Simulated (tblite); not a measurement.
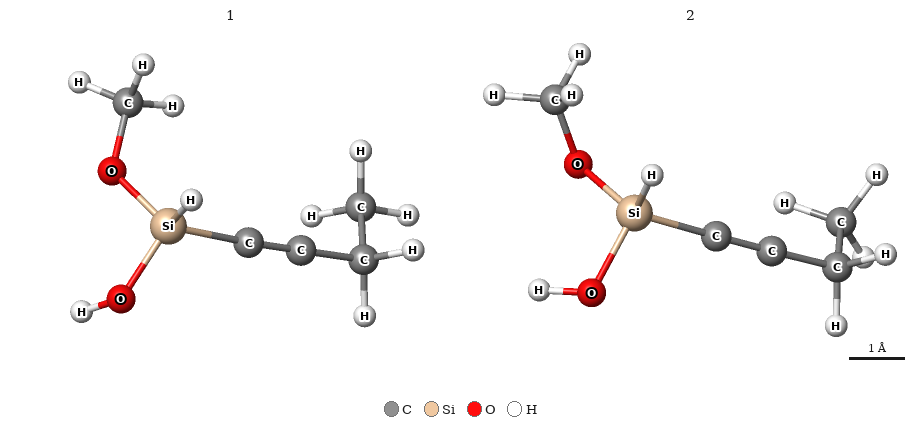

Two geometries of C₅H₁₀O₂Si, drawn at one scale. One is the start of a relaxation, the other its converged end. Style: ball-and-stick. Shown at a tilt.

Method: GFN2-xTB geometry optimisation, gas phase in tblite. 

Q: Which one is relaxed?

A: Structure 1 is the relaxed one. After 144 geometry steps the energy has fallen by 18.7 kcal/mol. An H atom moves most after the best rigid fit: 1.46 Å. By element the largest moves are H 1.46 Å, C 0.73 Å, O 0.70 Å, Si 0.46 Å. Some distances before and after: O–Si 1.727 → 1.633 Å, O–Si 1.712 → 1.620 Å, H–O 1.001 → 0.954 Å, C–H 1.120 → 1.091 Å. Bond angles that change, for instance: Si–O–C 112.4° → 126.9°, Si–O–H 109.3° → 120.0°, C–Si–O 107.8° → 113.4°. Groups turn about O–Si by about 70°, C–O by about 55°, O–Si by about 40°.
